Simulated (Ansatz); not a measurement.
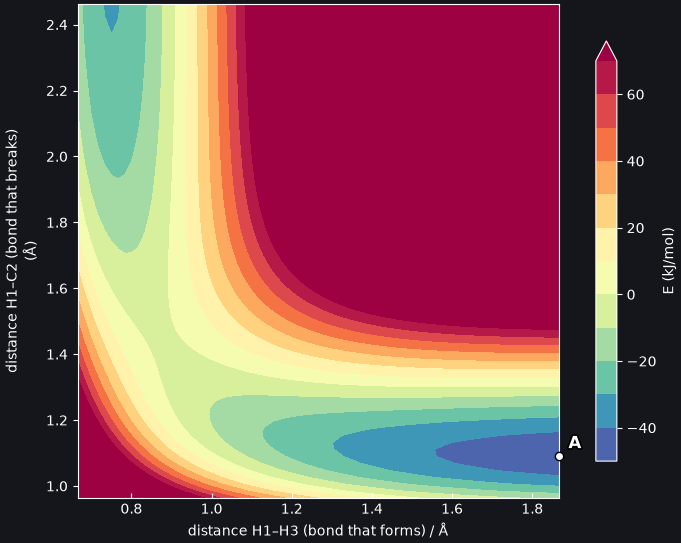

The reacting system CH₅ (fragments CH₄ + H where the first distance is long, H₂ + CH₃ where the second is long), spin multiplicity 2. 
- Coordinates scanned: (1) distance H1–H3 (bond that forms); (2) distance H1–C2 (bond that breaks).
- Relaxed at each point: all other coordinates.
- Grid: 13 × 13 points.
- Points are written as (first, second).
- Energies: kJ/mol, counted from a guessed transition structure relaxed with its forming and breaking bonds held.
- Theory: Ansatz 0.2.0, UKS PBE0-D4/def2-TZVP.

The picture shows filled contours, one colour for all values above the top of the scale, the point A. Between grid points the surface is interpolated.

> Find the lowest path from A to the other arm of the map, and its barrier.

The easiest path runs from the side where the first distance is long, about (1.87 Å, 1.09 Å), to the side where the second distance is long, about (0.75 Å, 2.46 Å). Its highest point, at (0.878 Å, 1.465 Å), lies about 46 kJ/mol above the start and 29 kJ/mol above the end on the interpolated surface. An end on the edge of the scan is no minimum, so the barrier from there is a lower bound.

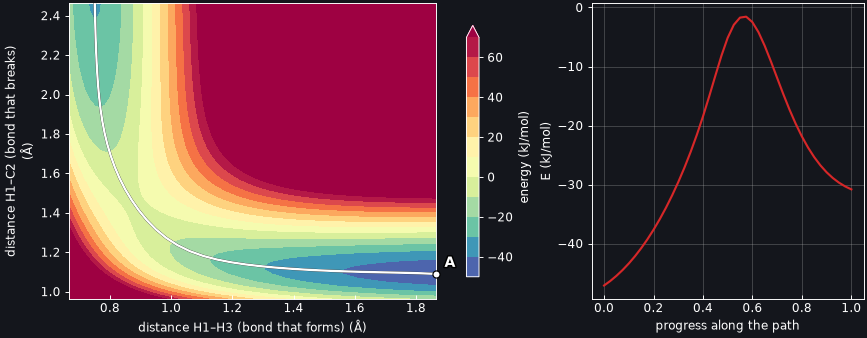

The picture shows filled contours, a line along the lowest path, one colour for all values above the top of the scale, the energy along the path at the right. Between grid points the surface is interpolated.
